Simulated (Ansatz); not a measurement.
# CH3BrGe: the cost of one run

Program: the Python package of Ansatz 0.2.0. The levels of theory stand in the script. These are calculated values, not measurements.

### Step 1. The system

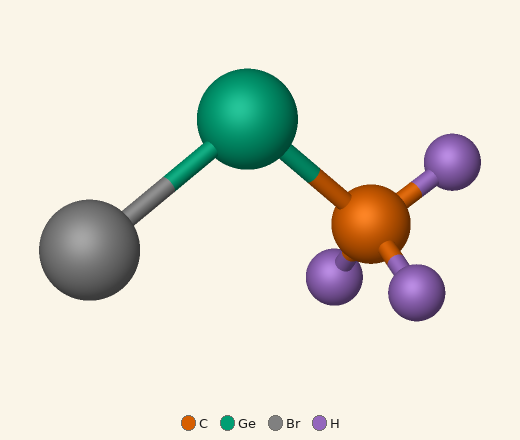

The structure that the script starts from, seen from a chosen angle (carbon orange, germanium teal, bromine grey, hydrogen purple).

The script holds or builds the structure itself.

### Step 2. The script

basis.py

```python
# -*- coding: utf-8 -*-
"""How the energy of CH3BrGe converges with the basis."""

import ansatz as az

geometry = (
    az.Crystal.molecule()
    .atom("C", [-0.4216, 0.3776, -0.2863])
    .atom("Ge", [0.2265, -0.3962, 1.3214])
    .atom("Br", [1.97, -1.797, 0.7598])
    .atom("H", [0.4051, 1.021, -0.7953])
    .atom("H", [-1.3131, 1.0857, -0.0569])
    .atom("H", [-0.8248, -0.3551, -0.9889])
)

calculation = geometry.calculation().functional("HF").accuracy("medium")

energies = {}
for basis in ["cc-pVDZ", "cc-pVTZ"]:
    summary = calculation.basis(gaussian=basis).run().report
    size = summary["n_frozen"] + summary["n_occupied"][0] + summary["n_virtual"][0]
    energies[basis] = (summary["reference_energy_ev"] / 27.211386246, summary["free_energy_ev"] / 27.211386246)
    print(f"{basis:14s} {size:4d} orbitals  reference {energies[basis][0]:14.6f} Ha  total {energies[basis][1]:14.6f} Ha")

last = energies["cc-pVTZ"][1]
for basis, (_, total) in energies.items():
    print(f"{basis:14s} lies {27.211386 * (total - last):9.4f} eV above cc-pVTZ")
```

### Step 3. What the engine is handed

The engine receives this input (first run):

```yaml
crystal:
  periodic: [false, false, false]
  atoms:
    - { symbol: C, position_ang: [-0.4216, 0.3776, -0.2863] }
    - { symbol: Ge, position_ang: [0.2265, -0.3962, 1.3214] }
    - { symbol: Br, position_ang: [1.97, -1.797, 0.7598] }
    - { symbol: H, position_ang: [0.4051, 1.021, -0.7953] }
    - { symbol: H, position_ang: [-1.3131, 1.0857, -0.0569] }
    - { symbol: H, position_ang: [-0.8248, -0.3551, -0.9889] }
accuracy: medium
basis:
  gaussian:
    orbitals: cc-pVDZ
hamiltonian:
  xc: hf
```

### Step 4. The run

On the command line:

```sh
> python basis.py
```

What time and memory should one allow on 1 thread of Arm Neoverse V2, shared host?

About 4.8 s, with a peak of 0.38 GiB.
